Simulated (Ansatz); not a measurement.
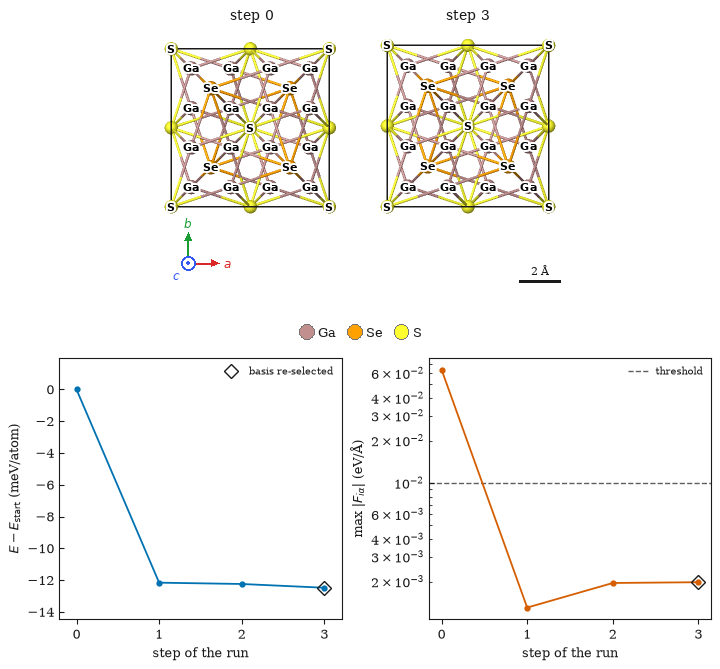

First and last geometry of a relaxation of a crystal of Ga₄SeS (a generated structure, set up in F-43m), with the history of the run. The picture is a ball-and-stick view of the conventional cell (4 times the calculation's cell), seen along the c axis. Lengths and directions refer to the drawn axes.

All numbers below come from DFT PBE, scalar-relativistic, plane waves, PAW (Ansatz 0.2.0). Settings: plane-wave cutoff 420 eV; k-point mesh 8 × 8 × 8; occupations gaussian; smearing width 0.1 eV; no spin polarisation; cell and atoms relaxed; force threshold 0.01 eV/Å; at most 80 steps.

Question: What do the curves and the structures tell?

Answer: It converged. Over 2 accepted moves (3 points after the start) the energy falls by 12.5 meV per atom. The largest force component goes from 0.064 to 0.002 eV/Å. Pressure: 3.30 GPa at the start and 0.02 GPa at the end. The SCF was repeated once at an unchanged geometry on a basis and grid sized afresh for the cell, which shifted the energy by 0.2 meV per atom at most. The largest moves relative to the cell, 0.006 Å, are those of Ga atoms. S and Se stay in place. The drawn cell changes as follows: a = b = c 7.745 → 7.908 Å (+2.1 %); the volume changes by +6.5 %. Some distances before and after: Ga–Se 3.210 → 3.279 Å, Ga–S 3.212 → 3.278 Å. The space group stays F-43m (No. 216). Cost: 19 s on 1 thread of AMD EPYC 9R45 96-Core Processor (Zen 5), with other jobs on the host, peak memory 0.49 GiB.
